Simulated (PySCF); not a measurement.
# Me3Si(SMe): NMR shifts at several levels of theory, part 2 of 2

PySCF 2.14.0. Atoms count from 0.

### 6 Shielding tensors: BLYP/pcSseg-1

What the job is given:

```
{"job": {"kind": "nmr", "xc": "BLYP", "basis": "pcSseg-1", "pop": false}, "charge": 0, "multiplicity": 1}
C      2.639170     0.027516     0.068667
S      1.390276     0.412715     1.337197
Si    -0.435122     0.075178     0.237274
C     -0.491448    -1.692147    -0.400690
C     -1.800554     0.382680     1.484351
C     -0.561360     1.266917    -1.210874
H      2.583245    -1.023776    -0.248369
H      2.543504     0.683189    -0.808483
H      3.622990     0.201427     0.525165
H     -1.442340    -1.879960    -0.925964
H     -0.406410    -2.411236     0.428093
H      0.324654    -1.890809    -1.113464
H     -2.787718     0.243177     1.015305
H     -1.723180    -0.315961     2.331500
H     -1.752868     1.408606     1.880624
H      0.259445     1.117968    -1.929666
H     -0.526781     2.310802    -0.863888
H     -1.509343     1.113293    -1.752369
```

With the program's defaults for keys left out, this is: GIAO BLYP/pcSseg-1 NMR shielding, non-relativistic, gas phase.

The log of the run:

```text
coarse grid: 15032 points
cycle   1  E = -847.0083553746  dE =  1.086e-01  |g| = 8.122e-01  |ddm| = 3.730e+00
cycle   2  E = -846.7859271657  dE =  2.224e-01  |g| = 1.194e+00  |ddm| = 1.849e+00
cycle   3  E = -847.1792257416  dE = -3.933e-01  |g| = 8.322e-02  |ddm| = 1.187e+00
cycle   4  E = -847.1808639902  dE = -1.638e-03  |g| = 4.641e-02  |ddm| = 1.886e-01
cycle   5  E = -847.1814149434  dE = -5.510e-04  |g| = 7.730e-03  |ddm| = 6.619e-02
cycle   6  E = -847.1814284933  dE = -1.355e-05  |g| = 2.967e-03  |ddm| = 1.015e-02
cycle   7  E = -847.1814304885  dE = -1.995e-06  |g| = 9.286e-04  |ddm| = 3.021e-03
final grid: 132968 points
cycle   8  E = -847.2352622878  dE = -2.644e-05  |g| = 1.056e-02  |ddm| = 2.687e-02
cycle   9  E = -847.2352157220  dE =  4.657e-05  |g| = 1.702e-02  |ddm| = 2.232e-02
cycle  10  E = -847.2352899985  dE = -7.428e-05  |g| = 1.379e-03  |ddm| = 1.461e-02
cycle  11  E = -847.2352905226  dE = -5.241e-07  |g| = 3.167e-04  |ddm| = 2.322e-03
cycle  12  E = -847.2352905447  dE = -2.211e-08  |g| = 7.132e-05  |ddm| = 3.161e-04
cycle  13  E = -847.2352905458  dE = -1.085e-09  |g| = 3.236e-05  |ddm| = 1.080e-04
cycle  14  E = -847.2352905461  dE = -2.653e-10  |g| = 6.542e-06  |ddm| = 4.486e-05
converged SCF energy = -847.2352905461

GIAO shielding tensors (ppm)
atom      isotropic    diamagn.    paramagn.     s11        s22        s33       span
  0 C      161.488     248.969     -87.481    150.145    153.708    180.610     30.465
  1 S      621.205    1060.506    -439.300    547.567    561.947    754.102    206.535
  2 Si     300.248     882.236    -581.988    270.011    307.921    322.812     52.801
  3 C      175.683     253.860     -78.177    161.826    177.108    188.116     26.290
  4 C      175.753     252.356     -76.603    170.823    172.672    183.763     12.941
  5 C      175.809     253.739     -77.930    161.748    177.525    188.156     26.407
  6 H       29.406      31.436      -2.030     23.795     28.224     36.199     12.404
  7 H       29.444      31.537      -2.093     23.810     28.337     36.186     12.376
  8 H       29.464      28.601       0.863     23.960     26.647     37.785     13.825
  9 H       31.324      31.305       0.019     27.354     28.860     37.757     10.404
 10 H       31.329      31.359      -0.030     27.663     28.632     37.692     10.029
 11 H       30.814      32.686      -1.872     26.546     30.016     35.880      9.333
 12 H       31.287      30.340       0.947     27.282     28.695     37.885     10.603
 13 H       31.113      30.520       0.594     26.984     29.107     37.249     10.265
 14 H       31.110      30.465       0.645     26.988     29.090     37.253     10.265
 15 H       30.820      32.548      -1.728     26.535     29.977     35.948      9.413
 16 H       31.332      31.219       0.113     27.641     28.630     37.724     10.084
 17 H       31.336      31.243       0.093     27.322     28.894     37.792     10.470
```

Run time: 32 s. Hardware: 1 thread of Arm Neoverse V1, shared host; peak memory 0.68 GiB.

Key values: δ C0 13.8, C3 -0.4, S1 -139, Si2 23.2, H6 1.92, H9 0.20 ppm (means over like atoms).

### 7 NMR shieldings: BP86/pcSseg-1

Settings changed since step 6:

```diff
@@ -1,2 +1,2 @@
-{"job": {"kind": "nmr", "xc": "BLYP", "basis": "pcSseg-1", "pop": false}, "charge": 0, "multiplicity": 1}
+{"job": {"kind": "nmr", "xc": "BP86", "basis": "pcSseg-1", "pop": false}, "charge": 0, "multiplicity": 1}
 C      2.639170     0.027516     0.068667
```

With the program's defaults for keys left out, this is: GIAO BP86/pcSseg-1 NMR shielding, non-relativistic, gas phase.

The log of the run:

```text
coarse grid: 15032 points
cycle   1  E = -847.2193143574  dE =  9.517e-02  |g| = 7.492e-01  |ddm| = 3.719e+00
cycle   2  E = -847.0520756500  dE =  1.672e-01  |g| = 1.075e+00  |ddm| = 1.616e+00
cycle   3  E = -847.3662321953  dE = -3.142e-01  |g| = 7.358e-02  |ddm| = 1.006e+00
cycle   4  E = -847.3676093301  dE = -1.377e-03  |g| = 3.756e-02  |ddm| = 1.651e-01
cycle   5  E = -847.3679680164  dE = -3.587e-04  |g| = 6.497e-03  |ddm| = 5.511e-02
cycle   6  E = -847.3679776741  dE = -9.658e-06  |g| = 2.534e-03  |ddm| = 8.963e-03
final grid: 132968 points
cycle   7  E = -847.4194206646  dE = -3.608e-05  |g| = 7.040e-03  |ddm| = 2.842e-02
cycle   8  E = -847.4193993817  dE =  2.128e-05  |g| = 1.124e-02  |ddm| = 1.675e-02
cycle   9  E = -847.4194332643  dE = -3.388e-05  |g| = 7.772e-04  |ddm| = 1.066e-02
cycle  10  E = -847.4194333807  dE = -1.164e-07  |g| = 3.593e-04  |ddm| = 1.333e-03
cycle  11  E = -847.4194334152  dE = -3.445e-08  |g| = 5.459e-05  |ddm| = 4.550e-04
cycle  12  E = -847.4194334158  dE = -6.698e-10  |g| = 2.590e-05  |ddm| = 9.706e-05
converged SCF energy = -847.4194334158

GIAO shielding tensors (ppm)
atom      isotropic    diamagn.    paramagn.     s11        s22        s33       span
  0 C      166.457     250.661     -84.204    155.217    159.051    185.102     29.885
  1 S      641.859    1060.347    -418.488    569.104    590.276    766.196    197.092
  2 Si     310.890     882.542    -571.652    280.791    318.132    333.748     52.957
  3 C      179.836     255.623     -75.788    166.449    181.185    191.873     25.424
  4 C      180.073     254.201     -74.129    175.320    177.298    187.599     12.279
  5 C      179.928     255.503     -75.574    166.345    181.575    191.865     25.521
  6 H       29.343      31.307      -1.963     23.594     28.147     36.289     12.696
  7 H       29.380      31.403      -2.023     23.605     28.261     36.275     12.671
  8 H       29.355      28.576       0.779     23.701     26.418     37.947     14.245
  9 H       31.218      31.267      -0.049     27.074     28.643     37.937     10.863
 10 H       31.218      31.298      -0.080     27.368     28.429     37.856     10.488
 11 H       30.733      32.588      -1.855     26.305     29.858     36.035      9.730
 12 H       31.176      30.318       0.858     26.976     28.505     38.048     11.072
 13 H       30.998      30.487       0.511     26.681     28.901     37.410     10.728
 14 H       30.994      30.433       0.561     26.685     28.883     37.414     10.730
 15 H       30.741      32.450      -1.710     26.295     29.822     36.106      9.811
 16 H       31.218      31.162       0.056     27.340     28.427     37.886     10.546
 17 H       31.232      31.207       0.024     27.047     28.678     37.970     10.923
```

Run time: 29 s. Hardware: 1 thread of Arm Neoverse V1, shared host; peak memory 0.68 GiB.

This run: δ C0 13.3, C3 -0.2, S1 -152, Si2 23.0, H6 1.91, H9 0.21 ppm (means over like atoms).

### 8 NMR shieldings: OPBE/pcSseg-1

Settings changed since step 7:

```diff
@@ -1,2 +1,2 @@
-{"job": {"kind": "nmr", "xc": "BP86", "basis": "pcSseg-1", "pop": false}, "charge": 0, "multiplicity": 1}
+{"job": {"kind": "nmr", "xc": "OPBE", "basis": "pcSseg-1", "pop": false}, "charge": 0, "multiplicity": 1}
 C      2.639170     0.027516     0.068667
```

Level: GIAO OPBE/pcSseg-1 NMR shielding, non-relativistic, gas phase.

The log of the run:

```text
coarse grid: 15032 points
cycle   1  E = -847.0653222506  dE =  4.539e-02  |g| = 6.664e-01  |ddm| = 3.725e+00
cycle   2  E = -846.9509165211  dE =  1.144e-01  |g| = 9.271e-01  |ddm| = 1.565e+00
cycle   3  E = -847.1876044017  dE = -2.367e-01  |g| = 6.473e-02  |ddm| = 9.305e-01
cycle   4  E = -847.1887101328  dE = -1.106e-03  |g| = 3.008e-02  |ddm| = 1.476e-01
cycle   5  E = -847.1889540291  dE = -2.439e-04  |g| = 5.780e-03  |ddm| = 4.643e-02
cycle   6  E = -847.1889616738  dE = -7.645e-06  |g| = 2.299e-03  |ddm| = 8.852e-03
final grid: 132968 points
cycle   7  E = -847.2164646538  dE = -1.431e-04  |g| = 1.700e-02  |ddm| = 6.200e-02
cycle   8  E = -847.2163558088  dE =  1.088e-04  |g| = 2.575e-02  |ddm| = 4.784e-02
cycle   9  E = -847.2165369902  dE = -1.812e-04  |g| = 1.993e-03  |ddm| = 3.088e-02
cycle  10  E = -847.2165377366  dE = -7.464e-07  |g| = 9.249e-04  |ddm| = 3.513e-03
cycle  11  E = -847.2165379752  dE = -2.386e-07  |g| = 1.657e-04  |ddm| = 1.126e-03
cycle  12  E = -847.2165379814  dE = -6.248e-09  |g| = 5.251e-05  |ddm| = 2.040e-04
cycle  13  E = -847.2165379821  dE = -6.778e-10  |g| = 1.543e-05  |ddm| = 8.048e-05
converged SCF energy = -847.2165379821

GIAO shielding tensors (ppm)
atom      isotropic    diamagn.    paramagn.     s11        s22        s33       span
  0 C      171.520     251.120     -79.600    160.178    164.347    190.035     29.858
  1 S      671.132    1060.404    -389.272    599.039    619.785    794.571    195.531
  2 Si     340.976     882.270    -541.294    313.279    349.049    360.600     47.321
  3 C      185.440     255.993     -70.553    173.829    186.666    195.825     21.995
  4 C      185.424     254.842     -69.418    181.239    183.173    191.861     10.623
  5 C      185.533     255.890     -70.357    173.705    187.044    195.849     22.145
  6 H       29.362      31.030      -1.669     23.558     28.095     36.431     12.873
  7 H       29.398      31.123      -1.726     23.569     28.214     36.411     12.842
  8 H       29.343      28.642       0.701     23.631     26.247     38.149     14.518
  9 H       31.203      31.245      -0.042     26.931     28.527     38.151     11.221
 10 H       31.162      31.232      -0.071     27.162     28.314     38.009     10.847
 11 H       30.716      32.393      -1.677     26.145     29.735     36.269     10.123
 12 H       31.142      30.323       0.819     26.814     28.391     38.222     11.409
 13 H       30.945      30.472       0.473     26.497     28.759     37.579     11.081
 14 H       30.942      30.427       0.515     26.500     28.740     37.586     11.086
 15 H       30.724      32.260      -1.537     26.132     29.700     36.339     10.206
 16 H       31.162      31.106       0.055     27.135     28.309     38.040     10.905
 17 H       31.216      31.188       0.029     26.907     28.560     38.182     11.275
```

Run time: 31 s. Hardware: 1 thread of Arm Neoverse V1, shared host; peak memory 0.68 GiB.

In short: δ C0 13.6, C3 -0.3, S1 -164, Si2 19.3, H6 1.86, H9 0.21 ppm (means over like atoms).

### 9 Run by run: NMR shifts

Shifts (ppm), means over like atoms, with basis size and wall time:

```csv
run,C0,C3,H6,H9,S1,Si2,functions,time
HF/pcSseg-1,10.0,-0.4,1.76,0.17,-222,17.0,176,11 s
LDA/pcSseg-1,11.5,-0.5,1.90,0.21,-155,25.8,176,25 s
PBE/pcSseg-1,13.0,-0.4,1.90,0.20,-153,22.4,176,32 s
BLYP/pcSseg-1,13.8,-0.4,1.92,0.20,-139,23.2,176,32 s
BP86/pcSseg-1,13.3,-0.2,1.91,0.21,-152,23.0,176,29 s
OPBE/pcSseg-1,13.6,-0.3,1.86,0.21,-164,19.3,176,31 s
measured,–,–,–,–,–,16.5,–,–
```

Measured: solution; U. Herzog, Habilitationsschrift, TU Bergakademie Freiberg, 2002/2003.

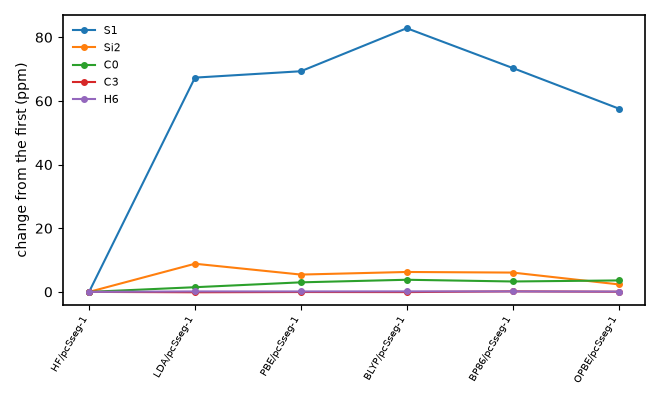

How five of the tabulated atoms move from run to run.

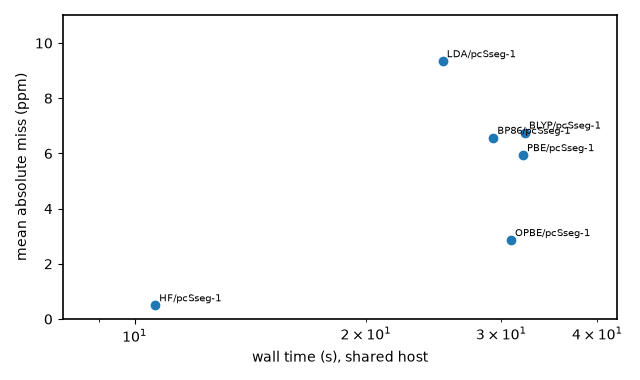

Cost against miss for the one measured ²⁹Si shift.

### 10 Results

The summary covers parts 1 to 2.

```
                                                             quantity                 value
                                                          point group                    C1
                                 rotational constants (main isotopes)  2.69, 1.58, 1.47 GHz
¹³C shifts against TMS (HF/pcSseg-1, means over atoms taken as alike)        10.0, -0.4 ppm
 ¹H shifts against TMS (HF/pcSseg-1, means over atoms taken as alike)        1.76, 0.17 ppm
                                 ³³S shifts against CS2 (HF/pcSseg-1)              -222 ppm
                                ²⁹Si shifts against TMS (HF/pcSseg-1)              17.0 ppm
                             measured, and computed on the same scale  Si2 δ 16.5, 17.0 ppm
                                             range of the shift of S1      -222 to -139 ppm
```

What this shows: Single values in the summary come from the first run of each kind that ended normally (HF/pcSseg-1), which need not be the best level. The start was shaken at random, so part of the energy gained undoes that. The optimisation took 9 steps and gained 0.769 eV; among the close pairs (by a distance rule), C3–H11 changed most, from 1.014 to 1.102 Å. No frequency check was run at this level, so the end point may be a saddle. At HF/pcSseg-1: The largest span, 201 ppm, is at S1, where the paramagnetic term is -324 ppm. The one measured ²⁹Si shift is missed by +0.5 ppm (computed less measured, unscaled). Vibration, temperature and solvent are missing from the calculation, and it holds one conformer, so part of the miss against the measured shifts is not the functional's. In ppm, S1 moves most: its shift spreads over 83 ppm, from -222 (HF/pcSseg-1) to -139 (BLYP/pcSseg-1). For the one measured ²⁹Si shift, HF/pcSseg-1 misses least (0.49 ppm, 11 s) and LDA/pcSseg-1 most (9.34 ppm, 25 s). One molecule ranks no method: errors cancel, and vibration and temperature are missing from all runs.
